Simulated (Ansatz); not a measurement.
## Electronic structure of CF₆Sn in real space

Input

```
crystal:
  periodic: [false, false, false]
  atoms:
    - symbol: C
      position_ang: [0.975558, -1.452324, 0.371524]
    - symbol: F
      position_ang: [1.838801, -0.684286, 1.017913]
    - symbol: F
      position_ang: [0.935689, -2.640626, 0.953966]
    - symbol: F
      position_ang: [1.382238, -1.599162, -0.879854]
    - symbol: F
      position_ang: [-2.338961, -1.581582, -0.505833]
    - symbol: F
      position_ang: [-1.689674, -0.278297, 2.186392]
    - symbol: F
      position_ang: [-1.057117, 1.196536, -0.419935]
    - symbol: Sn
      position_ang: [-1.027142, -0.529009, 0.408117]
basis:
  gaussian: {orbitals: def2-SVPD}
hamiltonian: {xc: pbe0}
output: {forces: true, orbitals: {seedname: orbitals}}
```

Command:

```sh
ansatz run input.yaml --threads 2 --pin off --max-ram 5220MiB --events-out events.jsonl --progress --plain --runs-dir runs
```

Geometry: PBE0-D4/def2-SVP; core potentials replace the inner electrons of Sn.

Computed with Ansatz, isolated molecule in a Gaussian basis; Kohn-Sham density functional theory, functional PBE0.

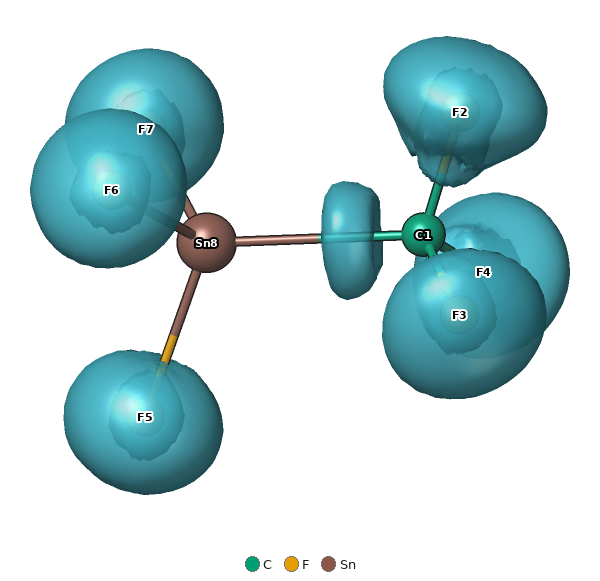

Figure 1. Isosurface of the electron localisation function at 0.75 (cyan), seen at a tilt. Core shells and regions of very low density are left out.

> Where are the electrons localised?

The surface consists of one lobe of the valence shell of C pointing towards Sn (polar bonds), three regions on F in which the atom's valence shell and bonds are merged and three regions wrapped around F (the valence shell of each). Along the contacts the grid gives the following. C–F (1.32 Å): the ELF peaks at about 0.85 between the atoms, as expected for a shared but strongly polarised pair. Sn–F (1.91 Å): the ELF peaks at about 0.80 in the valence shell of F, 0.6 Å from its nucleus, and drops to about 0.10 between the two atoms.

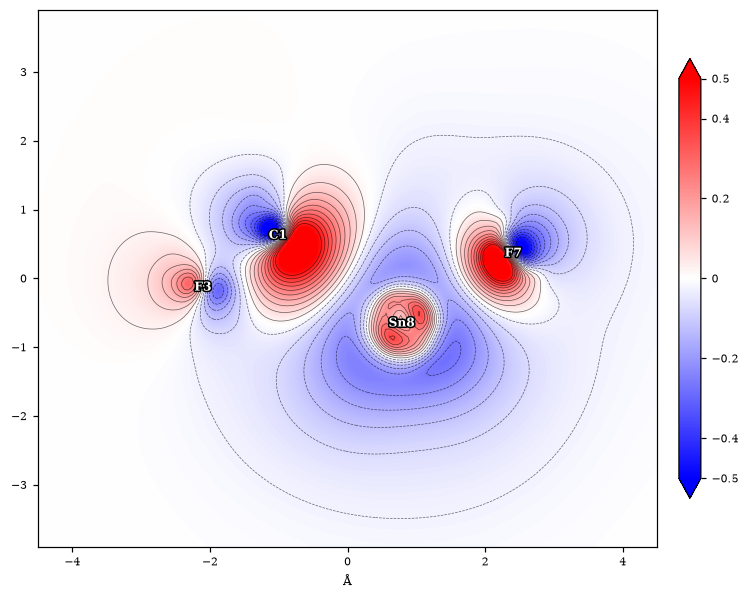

Figure 2. The LUMO on the plane of atoms F3, C1 and Sn8 (values in Å⁻³ᐟ²; the overall sign is arbitrary).

> Where does this orbital lie, and at what energy?

By Hirshfeld shares it lies mainly on Sn8 (about 45 %), C1 (about 20 %), F5 (about 10 %), F6 (about 10 %) and F7 (about 10 %). Its energy is −3.25 eV.

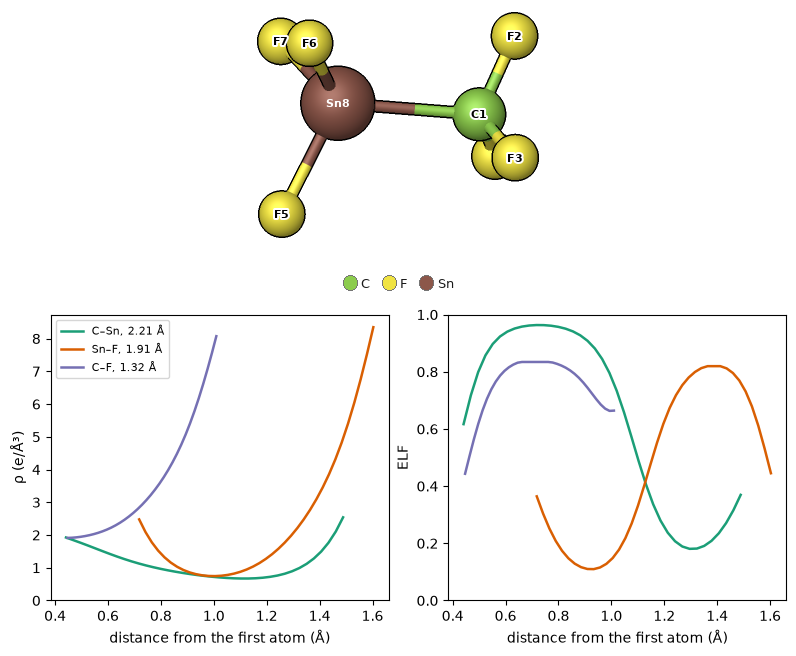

Figure 3. Electron density and electron localisation function along straight lines between neighbouring atoms. The curves leave out the atomic cores. The structure is drawn too.

> What can be read from the curves?

C–Sn (2.21 Å): ρ is about 0.67 e/Å³ halfway; the ELF peaks at about 0.95 in the valence shell of C, 0.7 Å from its nucleus, and drops to about 0.20 between the two atoms.
Sn–F (1.91 Å): ρ at the midpoint is about 0.77 e/Å³; the ELF peaks at about 0.80 in the valence shell of F, 0.6 Å from its nucleus, and drops to about 0.10 between the two atoms.
C–F (1.32 Å): ρ is about 2.5 e/Å³ halfway; the ELF peaks at about 0.85 between the atoms: a polar covalent bond.
